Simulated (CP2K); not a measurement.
Consider acrylic acid at its PBE geometry (Å).

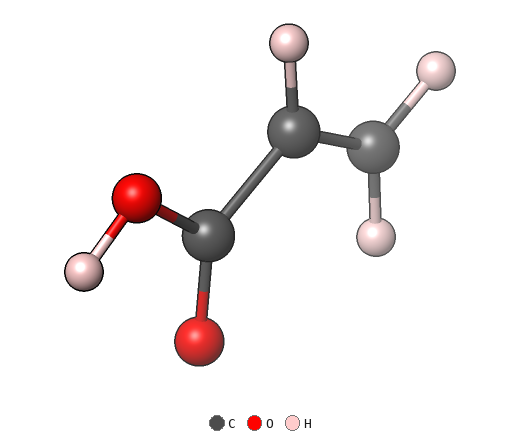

The molecule (carbon dark grey, oxygen red, hydrogen pink).

```xyz
9

C    -1.5687   -0.2093   -0.2385
C    -0.4658    0.3596    0.2623
C     0.8836   -0.1538   -0.0745
O     1.8612    0.5960    0.5468
O     1.1438   -1.1061   -0.7973
H    -1.4932   -1.0675   -0.9070
H    -2.5601    0.1695    0.0070
H    -0.5109    1.2190    0.9310
H     2.7100    0.1927    0.2703
```

Method: CP2K XAS_TDP, all-electron GAPW, PBEh(45%), aug-cc-pVDZ, TDA, GW2X-corrected core level, no relativity.

Q: Where do the O K-edge lines lie, and how strong are they?

Leading lines: O4 535.24 eV and O5 531.83 eV. The leading line of an atom is its first one with 35 % of the strongest within 2.5 eV of its lowest line over the strength cut. Core ionisation energies at this level: O4 539.77 and O5 537.79 eV.

The first six lines of each atom with a strength over 0.0015:

| atom | energy (eV) | states | strength, one atom | above the computed threshold |
| --- | --- | --- | --- | --- |
| O4 (bonded to C and H) | 535.24 | 1 | 0.0132 |  |
|  | 536.65 | 1 | 0.0203 |  |
|  | 538.54 | 1 | 0.0047 |  |
|  | 539.17 | 1 | 0.0159 |  |
|  | 539.19 | 1 | 0.0042 |  |
|  | 539.29 | 1 | 0.0025 |  |
| O5 (bonded to C) | 531.83 | 1 | 0.0334 |  |
|  | 535.97 | 1 | 0.0018 |  |
|  | 536.69 | 1 | 0.0029 |  |
|  | 536.74 | 1 | 0.0068 |  |
|  | 538.44 | 1 | 0.0025 | yes |
|  | 538.79 | 1 | 0.0043 | yes |

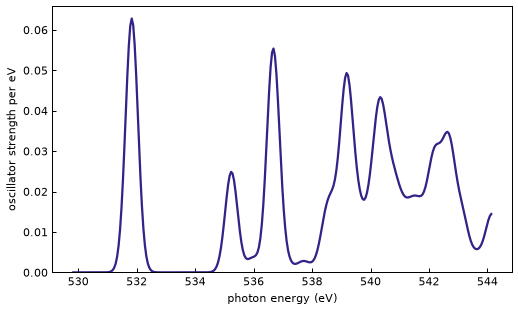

All atoms added, broadened by 0.5 eV.

Lines are vertical, at one geometry, with no vibrational structure. GW2X ionisation energies and lines can be off by 1 to 2 eV either way, and a good line position may hide errors that cancel. These values hold no scalar relativity, about 0.4 eV for O 1s. Rydberg lines, and the discretised continuum above threshold, depend on the basis and the box.

[Banner, clock and machine lines of the logs are left out without a mark of their own.]

[Logs are printed without paths, hosts, clocks, repeated set-up lines and the standing remarks that a program may print on its own settings, such as how far it seeks lower states.]

[Hosts, paths, dates, database ids (printed as entryN), source tags and the programs' standing remarks are cut or masked in the printed files.]
